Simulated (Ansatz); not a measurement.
## GeH$_{3}$O$_{2}$F: geometry relaxation (part 2 of 2)

GeH$_{3}$O$_{2}$F; RKS PBE/def2-SVP (Ansatz 0.2.0). The run did not end well. The input holds or restrains some coordinates. It belongs to a series of runs on one base structure; here: pulled along the bonds that form and break, towards end B.

Geometry of the input (Å):
```
Ge 0.0000  0.0000  0.0000
H  0.9646  0.0000  1.4601
F  1.8114  0.0000  0.5034
O  -0.8337  1.4443  -0.5894
H  -1.7915  1.2136  -0.8118
O  -0.8337  -1.4443  -0.5894
H  -1.2883  -1.9100  0.1830
```

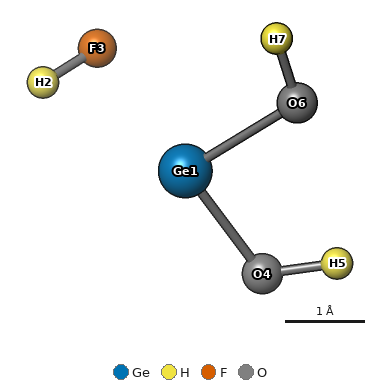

Fig. 1: The geometry at step 13 of the log (ball-and-stick view, seen at a tilt; atoms are numbered from 1 in the order of the input).

```
Unfinished report: {"positions_ang":[[-0.8821381175745717,0.033436149504712166,0.6750124226454185],[1.7451060608415405,0.277876693498098,1.4498064788235085],[1.9910554310845388,-0.11596312600483809,0.6398100940574808],[-1.0941721028788536,1.4177524259698566,-0.45706005710621406],[-1.2866103606531187,1.0694129062523063,-1.353816494723174],[-1.2571142646307993,-1.2361415023145557,-0.5763219019435717],[-1.1873266461887357,-2.142773546905579,-0.22153054175344866]],"unchecked":["starts","cluster_reference","orbital_swaps","neighbouring_geometries","increment"],"mean_field":{"relativity":"none","state":{"energy":{"ev":-63351.3309963477,"hartree":-2328.11847304134},"converged":true,"gradient_ev":0.00008156924001357007,"stability":{"kind":"minimum","curvature_ev":65.96748698875425},"curvature_floor_ev":0.00030000000000000003,"spin_squared":0.0},"others":[],"fillings":{"estimated":0,"unestimated":0,"tried":0,"untried":0,"excluded_magnetic_sites":0},"n_dropped_functions":0,"n_trapped_functions":0,"passes":{"evaluations":3,"products":23},"factors":{"origin":"density fitting in generated functions","count":959,"bound_ev":null},"gradient_stop_ev":0.00009,"reference_kind":"stationary","functional":{"name":"PBE","citations":["Perdew, Burke & Ernzerhof, Phys. Rev. Lett. 77, 3865 (1996) doi:10.1103/PhysRevLett.77.3865"],"text":"name \"PBE\"\ncite \"Perdew, Burke & Ernzerhof, Phys. Rev. Lett. 77, 3865 (1996) doi:10.1103/PhysRevLett.77.3865\"\nparent pbe\nparameter kappa = 0.804\nparameter beta = 0.06672455060314922\nexchange = pbe_x(kappa = kappa, mu = beta*pi^2/3)\ncorrelation = pbe_c(beta = beta)\n","parameters":{"beta":{"value":0.06672455060314922,"default":0.06672455060314922},"kappa":{"value":0.804,"default":0.804}},"final_grid":{"core_spheres":13.0,"valence_spheres":11.0,"degree":36.0},"final_grid_parameter_source":"default","radial_points_factor":1.0,"radial_grid_error_ev":3.125828648923977e-7,"grid_sensitivity":"normal","grid_sensitivity_ratio":0.001870803151768979},"unsmoothed_excess_ev":-0.000030473255988074936,"symmetry":{"irreps":["A"],"axes":[[0.9996371258346982,-0.010796484787733573,0.024678990440699426],[0.010998928386276063,0.9999068472700771,-0.00808210101203002],[-0.02458943324473882,0.008350610674874238,0.9996627566704982]],"occupied":[{"A":30},{"A":30}]},"density_repulsion":{"missed_ev":0.00004062563190536081,"excess_ev":0.00004062563190536081,"most_excess_ev":0.00078,"are_drawn_again":false,"n_first_factors":959,"energy_change_ev":0.0,"n_dropped_ends":0},"direct_passes":"host"},"factors":{"origin":"density fitting in generated functions","count":959,"bound_ev":null},"n_frozen":0,"n_occupied":[30,30],"n_virtual":[59,59],"reference":{"ev":-63351.3309963477,"hartree":-2328.11847304134},"total":{"ev":-63351.3309963477,"hartree":-2328.11847304134},"forces_ev_per_angstrom":[[0.07818190384441799,-0.01084862247143506,0.003307799069352764],[-0.051974391584848685,0.09774771950191763,0.1862317226111887],[-0.029061460454850797,-0.09267898283042342,-0.18565817618906408],[-0.0032188494010317505,-0.0034408480082721896,-0.01575807440207251],[0.004105545467196717,0.010792136683017322,0.010085865606285556],[0.0007322802373068357,-0.006455216573438388,0.007390849189345484],[0.0012349719038022972,0.004883813698211742,-0.005599985895858463]],"charge_distribution":{"dipole_moment_e_ang":[0.034338626453710996,-0.2797266125509327,0.3318016937183022],"mulliken_charges_e":[0.38171987745110414,0.23324933605865228,-0.17117205483959452,-0.38917886086613507,0.17664027252063108,-0.40776075844005355,0.17650218811543117],"lowdin_charges_e":[-0.08062204320560795,-0.06430269541017819,0.11676760464466085,0.042056069549717634,-0.016766795843244697,0.02254095127013578,-0.019673091005486087]},"n_threads":2,"memory_gib":2.556818182580173,"seconds":{"hamiltonian":1.11607964,"orbitals":0.0,"second_order":0.0,"solver_start":0.0,"cycles":0.0,"cycle":0.0,"perturbative":0.0,"full_ci_increment":0.0,"forces":0.0}}
this run last wrote the structure of step 24 to [file]
Error: geometry relaxation did not converge after 25 steps: max|allowed force component| = 1.86e-1 eV/Å without the restraints, 1.69e-1 eV/Å with the forces of `relax.restrain` added, the figure compared with `relax.f_tol` (threshold 1.5e-1). Raise `relax.max_steps` over both its present limit and 25, loosen `relax.f_tol`, or start from a geometry closer to equilibrium; or lower a very stiff `relax.restrain[].k`, which can take fewer steps but ends farther from `at`. Where this run's directory can be resumed (`checkpoint.write`), a resume goes on for up to `relax.max_steps` more
```

Trajectory as extended XYZ (Å, eV, eV/Å), 15 of the 25 frames kept, from step=1 to step=25
```
7
Properties=species:S:1:pos:R:3:forces:R:3 step=1 energy=-63348.77324
Ge    0.0000    0.0000    0.0000   -1.8987  -0.0248   3.7005
H     0.9646    0.0000    1.4601   -1.6534   0.0474   0.2429
F     1.8114    0.0000    0.5034    3.6160   0.0410  -1.5405
O    -0.8337    1.4443   -0.5894   -1.1744   0.5097  -1.1679
H    -1.7915    1.2136   -0.8118    1.2950   0.1735   0.0167
O    -0.8337   -1.4443   -0.5894   -1.0987  -1.3864  -0.3041
H    -1.2883   -1.9100    0.1830    0.9143   0.6396  -0.9477
7
Properties=species:S:1:pos:R:3:forces:R:3 step=3 energy=-63348.30219
Ge   -0.3350   -0.0029   -0.1995    5.2011  -0.4675   5.5309
H     1.2456    0.0009    1.5534    2.2393   0.0329  -3.4250
F     1.9730    0.0004    0.7125   -1.2897   0.0106   3.2605
O    -0.8833    1.4989   -0.6328   -2.3557   3.9646  -2.2534
H    -1.8002    1.2294   -0.8231   -1.1005   0.9231  -0.6771
O    -0.8885   -1.5115   -0.6311   -2.8657  -4.2460  -2.2599
H    -1.2827   -1.9117    0.1765    0.1713  -0.2177  -0.1760
7
Properties=species:S:1:pos:R:3:forces:R:3 step=4 energy=-63348.88307
Ge   -0.4532   -0.0110   -0.2603    4.9800  -0.3275   4.6241
H     1.4405    0.0024    1.5553   -1.4948   0.0295   1.2672
F     2.0481    0.0013    0.8830    2.0698   0.0033  -1.2257
O    -0.9304    1.5571   -0.6773   -1.7279   2.9365  -1.8559
H    -1.8415    1.2653   -0.8453   -1.4565   1.0815  -0.7260
O    -0.9478   -1.5772   -0.6724   -2.4071  -3.3299  -2.1576
H    -1.2871   -1.9343    0.1731    0.0366  -0.3935   0.0739
7
Properties=species:S:1:pos:R:3:forces:R:3 step=6 energy=-63350.82098
Ge   -0.4014   -0.0027    0.0486   -0.2486   0.2794   0.0257
H     1.7625    0.0519    1.7287    0.1714  -0.0038  -0.4230
F     2.3451    0.0052    0.9863    0.0426   0.0154   0.3721
O    -1.0911    1.5358   -0.7352   -1.0167  -1.5477  -0.1991
H    -1.9750    1.2294   -1.1154    1.0474   0.5550   0.1211
O    -1.2478   -1.4498   -0.7779   -0.2702   0.0700   1.4437
H    -1.3636   -2.0661    0.0208    0.2741   0.6317  -1.3406
7
Properties=species:S:1:pos:R:3:forces:R:3 step=8 energy=-63351.21734
Ge   -0.5418    0.0419    0.3259   -0.4206   0.2112  -0.2399
H     1.8351    0.0682    1.7105   -0.1998   0.0427   0.1388
F     2.2971   -0.0147    0.9045    0.3185  -0.0447  -0.2193
O    -1.1298    1.4440   -0.6755    0.0382  -0.3121   0.2357
H    -1.8142    1.1550   -1.3160    0.1370  -0.0476  -0.0460
O    -1.3977   -1.2776   -0.6297    0.1567   0.4277   0.1642
H    -1.2199   -2.1133   -0.1638   -0.0300  -0.2773  -0.0335
7
Properties=species:S:1:pos:R:3:forces:R:3 step=10 energy=-63351.28209
Ge   -0.6787    0.0456    0.4963   -0.0779   0.1705   0.1411
H     1.8219    0.2030    1.6099   -0.4896   0.3599   0.8841
F     2.1859   -0.1091    0.8262    0.5155  -0.3773  -0.9585
O    -1.1417    1.4237   -0.5683   -0.0772  -0.0125  -0.1085
H    -1.6092    1.1104   -1.3753    0.1310  -0.0035   0.1436
O    -1.3706   -1.2375   -0.5873    0.0495  -0.1442  -0.0729
H    -1.1789   -2.1325   -0.2457   -0.0513   0.0070  -0.0289
7
Properties=species:S:1:pos:R:3:forces:R:3 step=11 energy=-63351.28545
Ge   -0.6793    0.0440    0.5015   -0.1022   0.1843   0.1200
H     1.8233    0.2064    1.6105   -0.4647   0.3428   0.8422
F     2.1858   -0.1070    0.8256    0.4868  -0.3592  -0.9159
O    -1.1515    1.4210   -0.5617    0.0117   0.0204  -0.0061
H    -1.5980    1.0995   -1.3742    0.0620  -0.0338   0.0523
O    -1.3592   -1.2333   -0.5964    0.0108   0.0059  -0.1157
H    -1.1922   -2.1271   -0.2494   -0.0044  -0.1604   0.0232
7
Properties=species:S:1:pos:R:3:forces:R:3 step=13 energy=-63351.30598
Ge   -0.7354    0.0537    0.5533   -0.0501   0.1163   0.0228
H     1.8005    0.1726    1.5963   -0.2809   0.1808   0.5498
F     2.1378   -0.0782    0.7711    0.2561  -0.1885  -0.6105
O    -1.1393    1.4228   -0.5476   -0.0370   0.0010  -0.0198
H    -1.5389    1.0900   -1.3812    0.0948  -0.0166   0.0943
O    -1.3233   -1.2308   -0.5935    0.0253   0.0320  -0.0613
H    -1.1726   -2.1265   -0.2425   -0.0081  -0.1250   0.0248
7
Properties=species:S:1:pos:R:3:forces:R:3 step=15 energy=-63351.31904
Ge   -0.8376    0.0568    0.6365    0.0494  -0.2502   0.2202
H     1.7626    0.2447    1.5182   -0.0975   0.1069   0.2481
F     2.0363   -0.1033    0.6976    0.0240  -0.1043  -0.2728
O    -1.1434    1.4300   -0.4770    0.0409   0.0212  -0.0683
H    -1.3478    1.0123   -1.3389   -0.0760   0.1033  -0.2002
O    -1.2625   -1.2134   -0.6100    0.0355   0.1487   0.0572
H    -1.1787   -2.1236   -0.2705    0.0237  -0.0256   0.0159
7
Properties=species:S:1:pos:R:3:forces:R:3 step=16 energy=-63351.32039
Ge   -0.8433    0.0559    0.6415    0.0552  -0.2384   0.2034
H     1.7602    0.2450    1.5123   -0.0959   0.1100   0.2545
F     2.0306   -0.1019    0.6903    0.0206  -0.1070  -0.2760
O    -1.1380    1.4293   -0.4754    0.0334   0.0169  -0.0675
H    -1.3407    1.0134   -1.3388   -0.0673   0.1022  -0.1864
O    -1.2612   -1.2140   -0.6072    0.0331   0.1404   0.0573
H    -1.1788   -2.1241   -0.2668    0.0209  -0.0241   0.0146
7
Properties=species:S:1:pos:R:3:forces:R:3 step=18 energy=-63351.32858
Ge   -0.8742    0.0385    0.6709    0.0773   0.0218  -0.0428
H     1.7469    0.2397    1.4676   -0.1107   0.1582   0.3753
F     1.9985   -0.0833    0.6327    0.0307  -0.1566  -0.3746
O    -1.0909    1.4207   -0.4663   -0.0512  -0.1105  -0.1339
H    -1.3017    1.0636   -1.3596    0.0498   0.0757   0.1621
O    -1.2610   -1.2354   -0.5739    0.0064   0.0188   0.0166
H    -1.1889   -2.1402   -0.2155   -0.0023  -0.0074  -0.0027
7
Properties=species:S:1:pos:R:3:forces:R:3 step=20 energy=-63351.32834
Ge   -0.8752    0.0295    0.6696    0.0712  -0.0213   0.0214
H     1.7462    0.2743    1.4513   -0.1347   0.2199   0.4547
F     1.9969   -0.1054    0.6422    0.0569  -0.2144  -0.4544
O    -1.0949    1.4175   -0.4556   -0.0087  -0.0232  -0.0891
H    -1.2919    1.0766   -1.3557    0.0188   0.0279   0.0705
O    -1.2433   -1.2425   -0.5813   -0.0264   0.0050   0.0073
H    -1.2089   -2.1465   -0.2146    0.0231   0.0061  -0.0103
7
Properties=species:S:1:pos:R:3:forces:R:3 step=22 energy=-63351.31529 accepted=F
Ge   -0.9020    0.0166    0.6899    0.0789  -0.0667   0.0422
H     1.7403    0.3754    1.3948    0.2972  -0.7134  -0.9397
F     1.9696   -0.1880    0.6488   -0.3879   0.7294   0.9418
O    -1.0881    1.4127   -0.4299    0.0311   0.0517  -0.0167
H    -1.2461    1.0804   -1.3383   -0.0143  -0.0091  -0.0304
O    -1.2400   -1.2421   -0.5826   -0.0256  -0.0397   0.0284
H    -1.2049   -2.1514   -0.2267    0.0205   0.0478  -0.0257
7
Properties=species:S:1:pos:R:3:forces:R:3 step=23 energy=-63351.33144 accepted=F
Ge   -0.8866    0.0270    0.6783    0.0781  -0.0399   0.0370
H     1.7435    0.3109    1.4331    0.0257  -0.0320  -0.0607
F     1.9861   -0.1379    0.6447   -0.1079   0.0403   0.0616
O    -1.0928    1.4156   -0.4476    0.0126   0.0299  -0.0116
H    -1.2743    1.0723   -1.3478   -0.0073   0.0011  -0.0244
O    -1.2496   -1.2383   -0.5804   -0.0129  -0.0166   0.0098
H    -1.1975   -2.1459   -0.2244    0.0118   0.0172  -0.0117
7
Properties=species:S:1:pos:R:3:forces:R:3 step=25 energy=-63351.32501 accepted=F
Ge   -0.8867    0.0258    0.6741    0.1389  -0.0072  -0.0032
H     1.7417    0.3336    1.4219   -0.0848   0.2042   0.3007
F     1.9841   -0.1706    0.6781    0.0142  -0.1953  -0.3014
O    -1.0500    1.4150   -0.4613   -0.1112   0.0211   0.0453
H    -1.3334    1.0836   -1.3393    0.0857  -0.0146  -0.0435
O    -1.2534   -1.2383   -0.5841   -0.0212   0.0017  -0.0001
H    -1.1735   -2.1455   -0.2335   -0.0217  -0.0099   0.0021
```

Outcome

| quantity | value |
| --- | --- |
| outcome | not converged |
| wall time | 37 s (CPU time 69 s) |
| peak memory | 0.12 GiB |

Diagnosis

The run did not converge: “geometry relaxation did not converge after 25 steps: max|allowed force component| = 1.86e-1 eV/Å without the restraints, 1.69e-1 eV/Å with the forces of `relax.restrain` added, the figure compared with `relax.f_tol` (threshold 1.5e-1). Raise `relax.max_steps` over both its present limit and 25, loosen `relax.f_tol`, or start from a geometry closer to equilibrium …” Its last values are not results.
